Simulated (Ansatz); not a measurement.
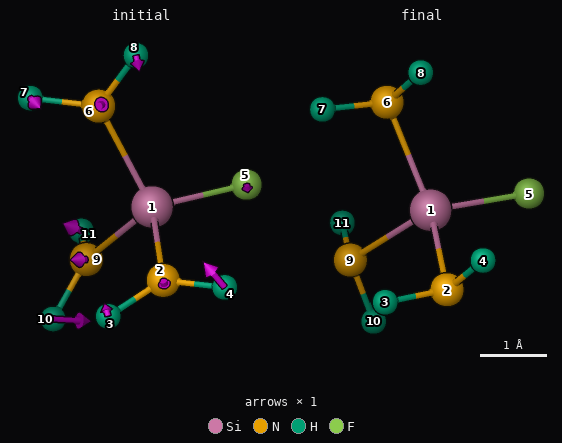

The structure of SiN$_{3}$H$_{6}$F before (left) and after (right) a relaxation, at one scale. The purple arrows give the displacements, at their true length.

Style: ball-and-stick. Shown from a free direction.

The run prepares the start of a later molecular dynamics calculation, from a guessed geometry.

Theory: RKS PBE/STO-3G (Ansatz).

Input file:
```yaml
crystal:
  periodic: [false, false, false]
  atoms:
    - { symbol: Si, position_ang: [0.0, 0.0, 0.0] }
    - { symbol: "N", position_ang: [0.0, 0.0, 1.82] }
    - { symbol: H, position_ang: [-0.877, -0.2713, 2.35] }
    - { symbol: H, position_ang: [0.877, 0.2713, 2.35] }
    - { symbol: F, position_ang: [1.4994, 0.0, -0.5295] }
    - { symbol: "N", position_ang: [-0.8572, 1.4851, -0.6061] }
    - { symbol: H, position_ang: [-1.8773, 1.43, -0.8888] }
    - { symbol: H, position_ang: [-0.3367, 2.4058, -0.6766] }
    - { symbol: "N", position_ang: [-0.8572, -1.4851, -0.6061] }
    - { symbol: H, position_ang: [-1.3922, -2.1014, 0.0704] }
    - { symbol: H, position_ang: [-0.8219, -1.7344, -1.6357] }
basis:
  gaussian: { orbitals: STO-3G }
hamiltonian:
  xc: pbe
relax:
  f_tol: 0.02
  max_steps: 40
```

Command:
```bash
ansatz run input.yaml --threads 1 --pin off --max-ram 2048MiB --backend cpu --events-out ev --progress --plain --runs-dir out
```

What changed between the two?

Answer. The largest move after the best rigid fit is that of H10, 0.70 Å. By element the largest moves are H 0.70 Å, N 0.33 Å, F 0.16 Å, Si 0.07 Å. Some distances before and after: Si1–F5 1.590 → 1.645 Å, Si1–N9 1.819 → 1.776 Å, Si1–N2 1.820 → 1.798 Å. Among the angles between lasting bonds that change: H3–N2–H4 120.0° → 102.5°, H10–N9–H11 120.0° → 103.7°, N2–Si1–N6 109.5° → 123.5°. After 11 geometry steps the energy has fallen by 24.7 kcal/mol. The largest force component goes from 4.2 to 0.019 eV/Å.

Limits of the set-up: STO-3G is a minimal basis, so the numbers are rough.
